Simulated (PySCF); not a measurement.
# C2H6BFO (SMILES COB(C)F): levels of theory compared

Aim: a comparison of 3 runs (MP2/ANO-RCC-MB, MP2/ANO-RCC-VDZ, MP2/ANO-RCC-VDZP) of C2H6BFO. Input form: a Python script.

The calculation is run with PySCF 2.14.0.

### Step 1. The system as given

C2H6BFO has 11 atoms, charge 0, and is taken as a singlet. SMILES: `COB(C)F`. The shape is that of a PBE0-D4/def2-TZVP optimisation. This is one conformer, not always the lowest.

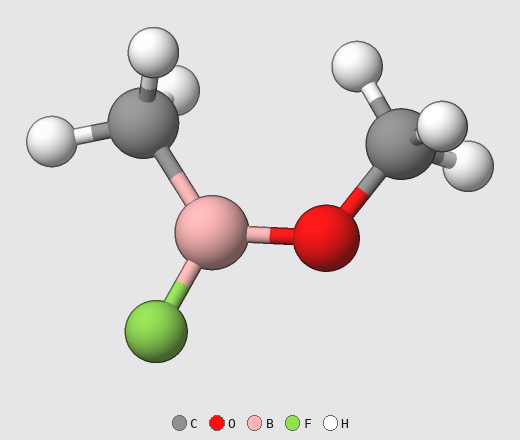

Viewed from a chosen angle; carbon grey, oxygen red, boron pink, fluorine green, hydrogen white.

### Step 2. The energy at MP2/ANO-RCC-MB (sfX2C) (run 1)

run.py

```python
from pyscf import gto, scf, mp

mol = gto.M(
    atom=[
    ('C', (-1.364400, 0.711100, 0.538500)),
    ('O', (-0.241000, 1.227800, -0.135300)),
    ('B', (0.818600, 0.482700, -0.508900)),
    ('C', (0.993200, -1.057900, -0.270600)),
    ('F', (1.779200, 1.165200, -1.136000)),
    ('H', (-1.458500, 1.207100, 1.506900)),
    ('H', (-2.259100, 0.924300, -0.050000)),
    ('H', (-1.294000, -0.367700, 0.698100)),
    ('H', (0.947600, -1.307000, 0.794000)),
    ('H', (1.947400, -1.412800, -0.660100)),
    ('H', (0.196300, -1.629800, -0.756000)),
],
    verbose=3,
    max_memory=1860,
    basis='ano-rcc-mb',
)

hf = scf.RHF(mol)
hf = hf.x2c()
hf.conv_tol = 1e-10
hf.kernel()
if not hf.converged:
    hf = hf.newton().run(hf.mo_coeff, hf.mo_occ)

pt = mp.MP2(hf, frozen=5).run()
energy = pt.e_tot
print(f'total energy: {energy:.8f} hartree')
```

The run is started by

```sh
$ OMP_NUM_THREADS=1 python run.py
```

Output:

```text
converged SCF energy = -278.262845243302
E(RMP2) = -278.454325211201  E_corr = -0.191479967899599
E(SCS-RMP2) = -278.465627985417  E_corr = -0.202782742114817
total energy: -278.45432521 hartree
```

It took 8.4 s on 1 thread of Arm Neoverse N1, shared host; peak memory 0.15 GiB.

### Step 3. The energy at MP2/ANO-RCC-VDZ (sfX2C) (run 2)

input.py

```python
from pyscf import gto, mp

system = gto.M(
    atom='''
C     -2.578342     1.343784     1.017618
O     -0.455424     2.320206    -0.255680
B      1.546930     0.912171    -0.961682
C      1.876876    -1.999141    -0.511360
F      3.362201     2.201909    -2.146729
H     -2.756166     2.281088     2.847628
H     -4.269080     1.746674    -0.094486
H     -2.445306    -0.694852     1.319218
H      1.790704    -2.469872     1.500443
H      3.680053    -2.669805    -1.247408
H      0.370953    -3.079876    -1.428633
''',
    basis='ano-rcc-vdz',
    unit='bohr',
    verbose=3,
    spin=0,
    max_memory=1860,
)

mf = system.RHF()
mf = mf.x2c()
mf.conv_tol = 1e-10
mf.kernel()
if not mf.converged:
    mf = mf.newton().run(mf.mo_coeff, mf.mo_occ)

pt = mp.MP2(mf, frozen=5).run()
e_final = pt.e_tot
print(f'total energy: {e_final:.8f} hartree')
```

The run is started by

```sh
$ OMP_NUM_THREADS=1 python input.py
```

Output:

```text
converged SCF energy = -278.486389441181
E(RMP2) = -278.952061470836  E_corr = -0.465672029654852
E(SCS-RMP2) = -278.946675456836  E_corr = -0.460286015654799
total energy: -278.95206147 hartree
```

It took 9.6 s on 1 thread of Arm Neoverse N1, shared host; peak memory 0.16 GiB.

### Step 4. A single-point energy at MP2/ANO-RCC-VDZP (sfX2C) (run 3)

geometry.xyz

```xyz
11

C     -1.364400     0.711100     0.538500
O     -0.241000     1.227800    -0.135300
B      0.818600     0.482700    -0.508900
C      0.993200    -1.057900    -0.270600
F      1.779200     1.165200    -1.136000
H     -1.458500     1.207100     1.506900
H     -2.259100     0.924300    -0.050000
H     -1.294000    -0.367700     0.698100
H      0.947600    -1.307000     0.794000
H      1.947400    -1.412800    -0.660100
H      0.196300    -1.629800    -0.756000
```

run.py

```python
from pyscf import gto, scf, mp

mol = gto.Mole()
mol.atom = 'geometry.xyz'
mol.max_memory = 1860
mol.verbose = 4
mol.basis = 'ano-rcc-vdzp'
mol.spin = 0
mol.build()

hf = scf.RHF(mol)
hf = hf.sfx2c1e()
hf.conv_tol = 1e-10
hf.kernel()
if not hf.converged:
    hf = hf.newton().run(hf.mo_coeff, hf.mo_occ)

pt = mp.MP2(hf, frozen=5).run()
etot = pt.e_tot
print('E(%s) = %.9f' % ('MP2', etot))
```

The run is started by

```sh
$ OMP_NUM_THREADS=1 python run.py
```

Output:

```text
PySCF version 2.14.0

[... 71 lines left out ...]
converged SCF energy = -278.613630995276
[... 1 line left out ...]
******** <class 'pyscf.mp.mp2.RMP2'> ********
nocc = 15, nmo = 95
frozen orbitals 5
E(RMP2) = -279.373386415539  E_corr = -0.759755420263256
E(SCS-RMP2) = -279.357296979299  E_corr = -0.74366598402306
E_corr(same-spin) = -0.193892908030208
E_corr(oppo-spin) = -0.565862512233048
E(MP2) = -279.373386416
```

Wall time 49 s (1 thread of Arm Neoverse N1, shared host); peak memory 0.31 GiB.

### Step 5. All runs side by side

```csv
run,level,energy (Eh),dipole moment (D) of the reference,HOMO energy (eV),LUMO energy (eV),wall time
1,MP2/ANO-RCC-MB (sfX2C),-278.454325,3.37,-13.86,4.50,8.4 s
2,MP2/ANO-RCC-VDZ (sfX2C),-278.952061,4.27,-13.20,2.06,9.6 s
3,MP2/ANO-RCC-VDZP (sfX2C),-279.373386,3.25,-13.01,2.09,49 s
```

### Step 6. Outcome

| quantity | value |
| --- | --- |
| run 3: total energy | -279.37339 Eh |
| run 3: dipole moment (Hartree–Fock density) | 3.25 D |
| run 3: HOMO energy (Hartree–Fock orbitals) | -13.01 eV |
| run 3: LUMO energy (Hartree–Fock orbitals) | 2.09 eV |
| run 3: HOMO–LUMO gap (Hartree–Fock orbitals) | 15.10 eV |
| run 3: correlation energy (5 core orbitals frozen) | -759.8 mEh |

What this shows: In run 1 the basis is minimal, so the values are rough. All runs together took 67 s, the longest 49 s.
